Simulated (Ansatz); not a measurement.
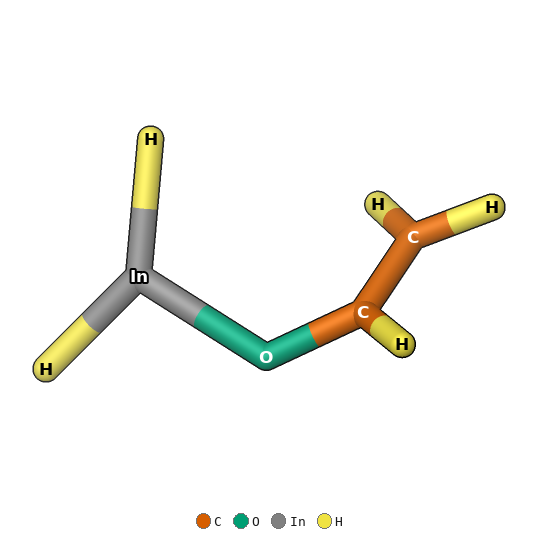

The computed structure is the end point of a PBE0-D4/def2-TZVP optimisation. Program: Ansatz 0.2.0.

Tabulate HOMO energy (eV) at these levels: B3LYP-D4/def2-TZVPP; HSE06 (plane-wave form)-D4/def2-TZVPP; PBE0-D4/def2-QZVPP; PBE0-D4/def2-SVP; SPW92 (LDA)/def2-TZVPP; r2SCAN0-D4/def2-TZVPP; revPBE-D4/def2-TZVPP; ωB97M-V/def2-TZVPP; ωB97X-V/def2-TZVPP.

```tsv
level	HOMO energy (eV)
B3LYP-D4/def2-TZVPP	−6.08
HSE06 (plane-wave form)-D4/def2-TZVPP	−5.87
PBE0-D4/def2-QZVPP	−6.30
PBE0-D4/def2-SVP	−6.16
SPW92 (LDA)/def2-TZVPP	−5.42
r2SCAN0-D4/def2-TZVPP	−6.40
revPBE-D4/def2-TZVPP	−5.11
ωB97M-V/def2-TZVPP	−8.49
ωB97X-V/def2-TZVPP	−8.56
```
